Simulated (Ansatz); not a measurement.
Geometry relaxation, with input and output: C2H9AlClP (part 1 of 2)

C2H9AlClP, SMILES [CH3][Al-]([CH3])([PH3+])[Cl], computed with RKS PBE-D4/def2-SVP (Ansatz 0.2.0).

The geometry: force-field start. Figures and captions count atoms from 1; the log counts them from 0 in places.

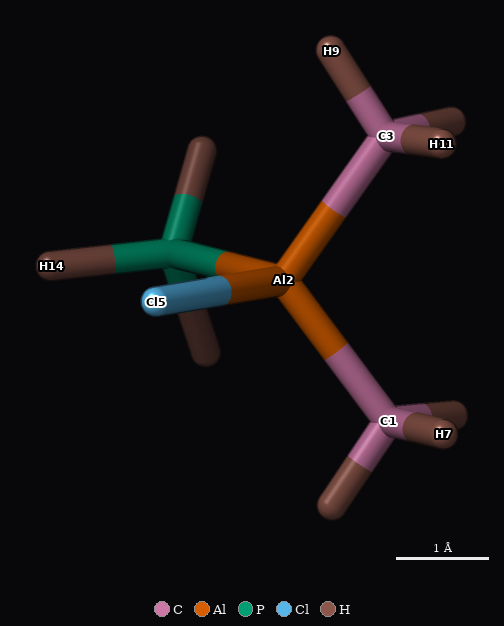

The input geometry (stick view, seen at a tilt; atoms are numbered from 1 in the order of the input). Sticks mark near contacts.

## Input
```yaml
crystal:
  periodic: [false, false, false]
  atoms:
    - {symbol: C, position_ang: [-1.622900, 0.858200, 0.375200]}
    - {symbol: Al, position_ang: [0.057800, 0.319700, -0.423400]}
    - {symbol: C, position_ang: [1.510100, 0.804700, 0.801300]}
    - {symbol: P, position_ang: [0.108200, -1.930700, -0.731900]}
    - {symbol: Cl, position_ang: [0.368000, 1.320800, -2.384000]}
    - {symbol: H, position_ang: [-1.821100, 0.411900, 1.337300]}
    - {symbol: H, position_ang: [-1.631100, 2.004100, 0.518300]}
    - {symbol: H, position_ang: [-2.458800, 0.649800, -0.332500]}
    - {symbol: H, position_ang: [2.512700, 0.494000, 0.419900]}
    - {symbol: H, position_ang: [1.389200, 0.297600, 1.813000]}
    - {symbol: H, position_ang: [1.545300, 1.902300, 0.987100]}
    - {symbol: H, position_ang: [-1.185300, -2.445400, -0.281300]}
    - {symbol: H, position_ang: [1.023800, -2.497600, 0.006100]}
    - {symbol: H, position_ang: [0.191200, -2.218800, -2.076300]}
basis:
  gaussian: {orbitals: def2-SVP}
hamiltonian: {xc: pbe, dispersion: d4}
relax: {f_tol: 0.03, max_steps: 200}
```

Hardware: 4 threads of Arm Neoverse V2, 23 GiB of memory available, shared host.

Launched with:
```bash
ansatz run in.yaml --threads 4 --pin off --events-out ev --progress --plain --max-ram 11315MiB
```

## What the program printed
```
Functional definition: PBE
  name "PBE"
  cite "Perdew, Burke & Ernzerhof, Phys. Rev. Lett. 77, 3865 (1996) doi:10.1103/PhysRevLett.77.3865"
  parent pbe
  parameter kappa = 0.804
  parameter beta = 0.06672455060314922
  exchange = pbe_x(kappa = kappa, mu = beta*pi^2/3)
  correlation = pbe_c(beta = beta)
1433 factors; their error is unknown
mean field evaluation 1: about -30587.7011 eV, gradient 7.8e1 eV
mean field evaluation 2: about -30514.1519 eV, gradient 1.5e2 eV
mean field evaluation 4: about -30603.0967 eV, gradient 9.2e0 eV
mean field evaluation 8: about -30603.3482 eV, gradient 1.4e-1 eV
mean field evaluation 16: about -30603.2928 eV, gradient 3.4e-4 eV
mean field -30603.29280087 eV, -1124.6502667750 hartree, gradient 2.1e-5 eV, S^2 0.000000; 0 other end points of the search recorded, 0 dependent functions left out
the calculation of the forces begins
reference -30603.29284160 eV, -1124.6502682720 hartree; 33, 33 occupied and 94, 94 virtual orbitals, 1433 factors
relax step   1: F+E_penalty+E_count = -30603.64202200 eV  Δ(F+E_penalty+E_count) = +0.000e0 eV  max|allowed force component| = 3.431e0 eV/Å  Δτ_max = 0.0000 Å  (28 SCF iters, accepted)
these checks for a lower state are left out or cut short: starts, cluster_reference, orbital_swaps, neighbouring_geometries, increment
1433 factors; their error is unknown
mean field -30604.14472438 eV, -1124.6815743865 hartree, gradient 2.5e-5 eV, S^2 0.000000; 0 other end points of the search recorded, 0 dependent functions left out
[... from here on the field's lines of each further geometry are left out, up to the last ...]
relax step   2: F+E_penalty+E_count = -30604.48735390 eV  Δ(F+E_penalty+E_count) = -8.453e-1 eV  max|allowed force component| = 1.237e0 eV/Å  Δτ_max = 0.1906 Å  (27 SCF iters, accepted)
relax step   3: F+E_penalty+E_count = -30604.68943276 eV  Δ(F+E_penalty+E_count) = -2.021e-1 eV  max|allowed force component| = 2.176e-1 eV/Å  Δτ_max = 0.1514 Å  (27 SCF iters, accepted)
relax step   4: F+E_penalty+E_count = -30604.70994731 eV  Δ(F+E_penalty+E_count) = -2.051e-2 eV  max|allowed force component| = 2.071e-1 eV/Å  Δτ_max = 0.1124 Å  (28 SCF iters, accepted)
relax step   5: F+E_penalty+E_count = -30604.71784426 eV  Δ(F+E_penalty+E_count) = -7.897e-3 eV  max|allowed force component| = 1.493e-1 eV/Å  Δτ_max = 0.0794 Å  (27 SCF iters, accepted)
relax step   6: F+E_penalty+E_count = -30604.72129159 eV  Δ(F+E_penalty+E_count) = -3.447e-3 eV  max|allowed force component| = 8.609e-2 eV/Å  Δτ_max = 0.0698 Å  (27 SCF iters, accepted)
relax step   7: F+E_penalty+E_count = -30604.72440746 eV  Δ(F+E_penalty+E_count) = -3.116e-3 eV  max|allowed force component| = 3.611e-2 eV/Å  Δτ_max = 0.1066 Å  (26 SCF iters, accepted)
relax step   8: F+E_penalty+E_count = -30604.72604450 eV  Δ(F+E_penalty+E_count) = -1.637e-3 eV  max|allowed force component| = 6.291e-2 eV/Å  Δτ_max = 0.0594 Å  (27 SCF iters, accepted)
relax step   9: F+E_penalty+E_count = -30604.72391272 eV  Δ(F+E_penalty+E_count) = +2.132e-3 eV  max|allowed force component| = 4.184e-1 eV/Å  Δτ_max = 0.1752 Å  (26 SCF iters, rejected (line search))
relax step  10: F+E_penalty+E_count = -30604.72935344 eV  Δ(F+E_penalty+E_count) = -3.309e-3 eV  max|allowed force component| = 1.487e-1 eV/Å  Δτ_max = 0.0853 Å  (27 SCF iters, accepted)
relax step  11: F+E_penalty+E_count = -30604.73344299 eV  Δ(F+E_penalty+E_count) = -4.090e-3 eV  max|allowed force component| = 1.594e-1 eV/Å  Δτ_max = 0.0974 Å  (27 SCF iters, accepted)
relax step  12: F+E_penalty+E_count = -30604.73737225 eV  Δ(F+E_penalty+E_count) = -3.929e-3 eV  max|allowed force component| = 3.908e-1 eV/Å  Δτ_max = 0.1463 Å  (26 SCF iters, accepted)
relax step  13: F+E_penalty+E_count = -30604.74480196 eV  Δ(F+E_penalty+E_count) = -7.430e-3 eV  max|allowed force component| = 2.906e-1 eV/Å  Δτ_max = 0.0979 Å  (28 SCF iters, accepted)
relax step  14: F+E_penalty+E_count = -30604.75104407 eV  Δ(F+E_penalty+E_count) = -6.242e-3 eV  max|allowed force component| = 3.271e-1 eV/Å  Δτ_max = 0.1984 Å  (25 SCF iters, accepted)
relax step  15: F+E_penalty+E_count = -30604.75856394 eV  Δ(F+E_penalty+E_count) = -7.520e-3 eV  max|allowed force component| = 3.811e-1 eV/Å  Δτ_max = 0.1133 Å  (28 SCF iters, accepted)
relax step  16: F+E_penalty+E_count = -30604.76977204 eV  Δ(F+E_penalty+E_count) = -1.121e-2 eV  max|allowed force component| = 4.031e-2 eV/Å  Δτ_max = 0.1091 Å  (27 SCF iters, accepted)
relax step  17: F+E_penalty+E_count = -30604.77200647 eV  Δ(F+E_penalty+E_count) = -2.234e-3 eV  max|allowed force component| = 4.058e-2 eV/Å  Δτ_max = 0.0877 Å  (28 SCF iters, accepted)
relax step  18: F+E_penalty+E_count = -30604.77237190 eV  Δ(F+E_penalty+E_count) = -3.654e-4 eV  max|allowed force component| = 7.462e-2 eV/Å  Δτ_max = 0.0841 Å  (27 SCF iters, accepted)
the calculation of the forces begins
reference -30604.43642638 eV, -1124.6922942375 hartree; 33, 33 occupied and 94, 94 virtual orbitals, 1433 factors
relax step  19: F+E_penalty+E_count = -30604.77285476 eV  Δ(F+E_penalty+E_count) = -4.829e-4 eV  max|allowed force component| = 2.474e-2 eV/Å  Δτ_max = 0.0247 Å  (28 SCF iters, accepted)
1433 factors; their error is unknown
mean field evaluation 160: about -30604.4364 eV, gradient 2.4e-3 eV
```

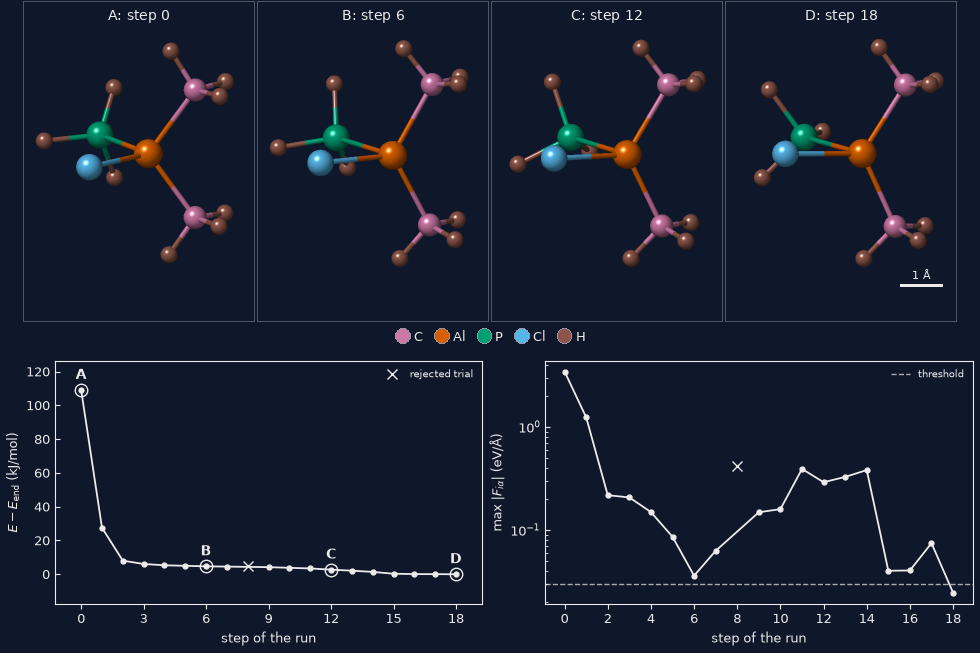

Frames of the relaxation (ball-and-stick view, seen at a tilt) above the curves, on which the letters mark them (the first geometry is step 0 here and step 1 in the log).

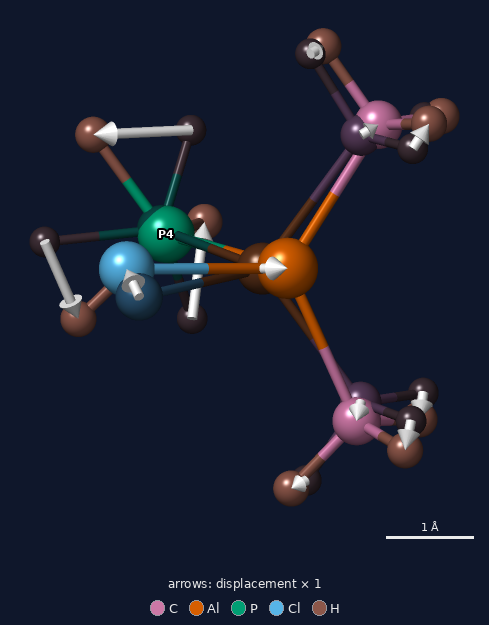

Start (faint) and end (solid) with the displacements as white arrows, at true length (ball-and-stick view, seen at a tilt). The two geometries are laid on each other by the best rigid fit. The largest move after the best rigid fit is that of H13, 1.28 Å. Largest moves by element: H 1.28 Å, Cl 0.46 Å, Al 0.38 Å, C 0.28 Å, P 0.08 Å. Among the contacts that change: Al2–P4 2.272 → 2.570 Å, P4–H13 1.306 → 1.430 Å, P4–H14 1.377 → 1.429 Å, Al2–Cl5 2.223 → 2.179 Å. Among the angles that change: Al2–P4–H12 106.7° → 128.6°, P4–Al2–Cl5 108.9° → 87.7°, H13–P4–H14 114.7° → 98.0°. Over 18 geometry steps the energy falls by 109.1 kJ/mol. Largest force component: 3.4 eV/Å at the start, 0.025 eV/Å at the end. The line search rejected the trial step at point 8 (counted from 0) and went back. (Atoms are counted from 1 in the order of the input.)

```
mean field -30604.43638514 eV, -1124.6922927218 hartree, gradient 2.1e-5 eV, S^2 0.000000; 1 other end points of the search recorded, 0 dependent functions left out
the calculation of the forces begins
reference -30604.43642638 eV, -1124.6922942375 hartree; 33, 33 occupied and 94, 94 virtual orbitals, 1433 factors
Total energy: -30604.77289601 eV, -1124.7046592682 hartree
Atom 0 at    -1.777768     1.039953     0.214087 Å, force     0.001399    -0.009204     0.010189 eV/Å
Atom 1 at     0.096162     0.648675    -0.247726 Å, force     0.007496     0.008912     0.001515 eV/Å
Atom 2 at     1.587115     0.823649     1.027153 Å, force     0.001985     0.005641    -0.004162 eV/Å
Atom 3 at     0.053410    -1.882128    -0.690850 Å, force     0.006199    -0.024735    -0.003579 eV/Å
Atom 4 at     0.623368     0.919643    -2.344364 Å, force    -0.000431     0.003290    -0.001234 eV/Å
Atom 5 at    -2.079718     0.574902     1.177195 Å, force    -0.001091     0.002934    -0.004532 eV/Å
Atom 6 at    -1.919213     2.136680     0.331842 Å, force     0.003375    -0.003130    -0.003381 eV/Å
Atom 7 at    -2.492199     0.707760    -0.567429 Å, force    -0.000466    -0.000223    -0.002062 eV/Å
Atom 8 at     2.532579     0.388380     0.641589 Å, force    -0.002181     0.000325     0.003266 eV/Å
Atom 9 at     1.365348     0.352481     2.008652 Å, force    -0.001786    -0.000139    -0.001329 eV/Å
Atom 10 at     1.789178     1.898715     1.227846 Å, force    -0.000010    -0.004245    -0.000201 eV/Å
Atom 11 at    -0.238489    -2.946907     0.225527 Å, force     0.002111     0.007301    -0.006362 eV/Å
Atom 12 at     1.268920    -2.409091    -1.227821 Å, force    -0.017465     0.012809     0.009253 eV/Å
Atom 13 at    -0.821593    -2.282114    -1.746900 Å, force     0.000863     0.000464     0.002619 eV/Å
Dipole moment:    -0.113399    -0.811044     0.261968 e Å
```

## Trajectory as extended XYZ (Å, eV, eV/Å), 19 frames, from step=1 to step=19
```
14
Properties=species:S:1:pos:R:3:forces:R:3 step=1 energy=-30603.64202
C    -1.6229    0.8582    0.3752   -0.6337   1.3498  -1.0790
Al    0.0578    0.3197   -0.4234    0.4697   3.3251   0.0433
C     1.5101    0.8047    0.8013    0.6420  -0.8721   0.6655
P     0.1082   -1.9307   -0.7319   -3.4311   1.1234  -0.6857
Cl    0.3680    1.3208   -2.3840   -0.0917  -0.6075   0.2248
H    -1.8211    0.4119    1.3373   -0.3397  -0.4626   0.9363
H    -1.6311    2.0041    0.5183    0.1862  -1.2272  -0.1580
H    -2.4588    0.6498   -0.3325   -0.1785  -0.0040   0.2934
H     2.5127    0.4940    0.4199   -0.0114   0.1741   0.1386
H     1.3892    0.2976    1.8130    0.0767   0.3753  -0.5627
H     1.5453    1.9023    0.9871   -0.0987  -0.1377  -0.1068
H    -1.1853   -2.4454   -0.2813    0.8231  -0.1752  -0.3230
H     1.0238   -2.4976    0.0061    2.3066  -2.0015   1.4967
H     0.1912   -2.2188   -2.0763    0.2805  -0.8600  -0.8832
14
Properties=species:S:1:pos:R:3:forces:R:3 step=2 energy=-30604.48735
C    -1.6912    0.8730    0.3621   -0.1012   0.4706  -0.4116
Al    0.0742    0.5085   -0.4034    0.2124   1.2366  -0.0678
C     1.5809    0.8021    0.8292    0.0881  -0.2935   0.1590
P     0.0858   -1.8524   -0.7339   -1.2361   0.0988  -0.3300
Cl    0.3694    1.2875   -2.4418   -0.0548  -0.2957   0.3181
H    -1.8691    0.4060    1.3431   -0.0824  -0.1300   0.2390
H    -1.6767    1.9857    0.5181   -0.1303  -0.3107   0.0286
H    -2.5430    0.6570   -0.3189   -0.0019   0.0050   0.1208
H     2.5833    0.5066    0.4490   -0.0547   0.0807   0.0303
H     1.4288    0.3048    1.8229    0.0349   0.1600  -0.2577
H     1.5958    1.8974    1.0114    0.1173   0.0465   0.0815
H    -1.1405   -2.4937   -0.3191    0.3336   0.0099  -0.1224
H     1.0102   -2.5936   -0.0225    0.7205  -0.7542   0.3390
H     0.1791   -2.3183   -2.0674    0.1548  -0.3241  -0.1268
14
Properties=species:S:1:pos:R:3:forces:R:3 step=3 energy=-30604.68943
C    -1.7289    0.9190    0.3357   -0.0916   0.1709   0.0073
Al    0.0786    0.6576   -0.3776   -0.0560   0.0926  -0.0245
C     1.6095    0.8143    0.8325    0.1346   0.2176   0.0636
P     0.0461   -1.8470   -0.7249    0.0236  -0.0982  -0.0625
Cl    0.3972    1.2564   -2.4319    0.0141  -0.0110  -0.0279
H    -1.9124    0.3731    1.2851   -0.0037  -0.0385  -0.0071
H    -1.8072    2.0019    0.5807   -0.0808   0.0159   0.0291
H    -2.5556    0.6972   -0.3698    0.0090  -0.0403  -0.0015
H     2.5818    0.5362    0.3792    0.0326  -0.0702   0.0054
H     1.4835    0.2600    1.7863    0.0083  -0.0516  -0.0160
H     1.6965    1.8897    1.1100    0.0284  -0.0157   0.0269
H    -1.1171   -2.5544   -0.2884    0.0259  -0.0782  -0.0091
H     1.0421   -2.6245   -0.0550   -0.0308  -0.0702  -0.0125
H     0.1730   -2.4089   -2.0332   -0.0136  -0.0232   0.0288
14
Properties=species:S:1:pos:R:3:forces:R:3 step=4 energy=-30604.70995
C    -1.7537    0.9821    0.3496   -0.0449  -0.1530   0.0081
Al    0.0675    0.6947   -0.3295    0.0579   0.1183  -0.2071
C     1.6292    0.8625    0.8514    0.0306  -0.1329   0.0171
P     0.0574   -1.8994   -0.7476   -0.0342   0.0558   0.0709
Cl    0.3973    1.2239   -2.4099   -0.0099  -0.0293   0.0488
H    -1.9282    0.4251    1.2955   -0.0371   0.0226   0.0104
H    -1.8989    2.0588    0.5782    0.0044   0.0452   0.0108
H    -2.5478    0.6948   -0.3701   -0.0032   0.0017  -0.0034
H     2.5764    0.5253    0.3821    0.0016  -0.0011  -0.0015
H     1.4915    0.2939    1.7964    0.0321   0.0204   0.0226
H     1.7699    1.9272    1.1334   -0.0030   0.0427   0.0152
H    -1.0863   -2.6451   -0.3228   -0.0223  -0.0408   0.0249
H     1.0496   -2.7155   -0.1205    0.0243  -0.0216   0.0336
H     0.1633   -2.4579   -2.0574    0.0037   0.0720  -0.0505
14
Properties=species:S:1:pos:R:3:forces:R:3 step=5 energy=-30604.71784
C    -1.7623    0.9697    0.3415   -0.0195   0.0468  -0.0201
Al    0.0723    0.7288   -0.3305   -0.0013  -0.1493  -0.0508
C     1.6404    0.8535    0.8529    0.0314   0.0445  -0.0118
P     0.0446   -1.8842   -0.7133   -0.0031   0.0729   0.0176
Cl    0.4044    1.2044   -2.4209   -0.0062   0.0109   0.0609
H    -1.9493    0.4139    1.2853    0.0154  -0.0059  -0.0022
H    -1.9261    2.0461    0.5695   -0.0245  -0.0019   0.0027
H    -2.5426    0.6767   -0.3915    0.0098  -0.0005  -0.0012
H     2.5786    0.5091    0.3700   -0.0052   0.0023  -0.0002
H     1.5118    0.2864    1.7998   -0.0168  -0.0037  -0.0073
H     1.7988    1.9168    1.1388    0.0208  -0.0065   0.0074
H    -1.0839   -2.6618   -0.2992   -0.0014  -0.0145  -0.0023
H     1.0563   -2.7075   -0.1234    0.0045  -0.0088  -0.0069
H     0.1440   -2.3813   -2.0502   -0.0037   0.0137   0.0141
```
